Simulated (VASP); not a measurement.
Band structure of NiSb (NiAs type). These are PW91 GGA, VASP's PBE PAW potentials (set 64) (plane waves; VASP 6.6.1) values and carry that method's errors.

Unless said otherwise, spin-orbit coupling is left out, though it shifts the bands of the heavy elements here.

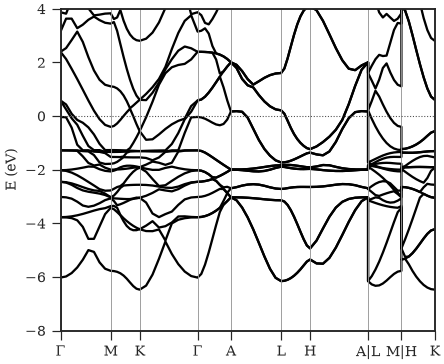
Figure. Bands along high-symmetry lines, zero at the valence-band maximum or, without a gap, the Fermi level

Question: Read the plot: is there a gap, and where are the band edges?

Answer: It has no gap at this level: it comes out as a metal or semimetal. (Edges off the drawn lines would not show.)

The compound is NiSb in the NiAs type structure. It was relaxed first. The run is not spin-polarised, so no magnetic state was tried.
